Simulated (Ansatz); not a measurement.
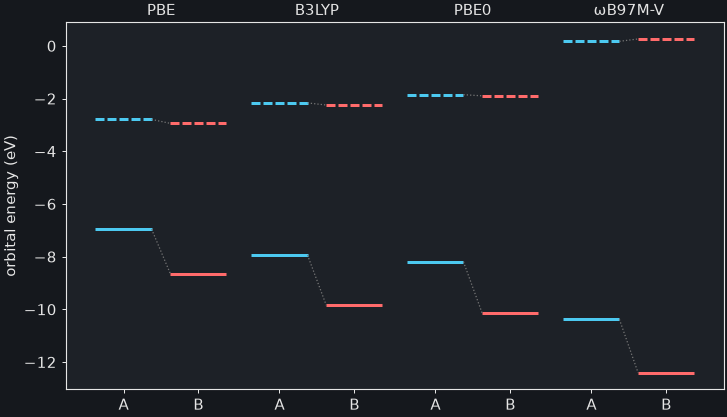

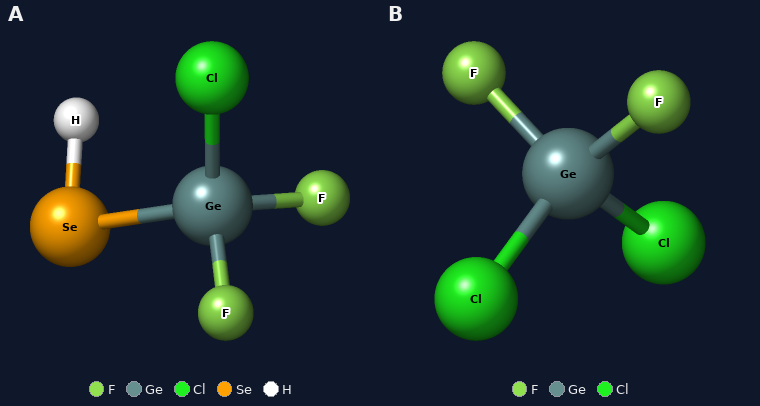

One change: A, GeHSeClF₂ (SMILES [F][Ge]([F])([Cl])[SeH]), becomes B, GeCl₂F₂ (SMILES [F][Ge]([F])([Cl])[Cl]). SeH on Ge is replaced by Cl. HOMO (solid) and LUMO (dashed) computed in def2-TZVPP at PBE0-D4/def2-TZVP geometries, both minima by their frequencies, gas phase, the Ansatz code. Empty levels above zero depend strongly on the basis.

What does the change do to HOMO and LUMO?

PBE: the HOMO falls by 1.69 eV, the LUMO falls by 0.15 eV, and the separation goes from 4.17 to 5.70 eV. B3LYP: the HOMO falls by 1.90 eV, the LUMO falls by 0.08 eV, and the separation goes from 5.77 to 7.60 eV. PBE0: the HOMO falls by 1.95 eV, the LUMO falls by 0.04 eV, and the separation goes from 6.34 to 8.25 eV. ωB97M-V: the HOMO falls by 2.03 eV, the LUMO rises by 0.09 eV, and the separation goes from 10.55 to 12.67 eV.

Do the functionals agree on the effect?

Not on every direction; the HOMO shift lies between −2.03 and −1.69 eV and the LUMO shift between −0.15 and 0.09 eV, while the separations themselves differ by up to 7.0 eV between functionals.
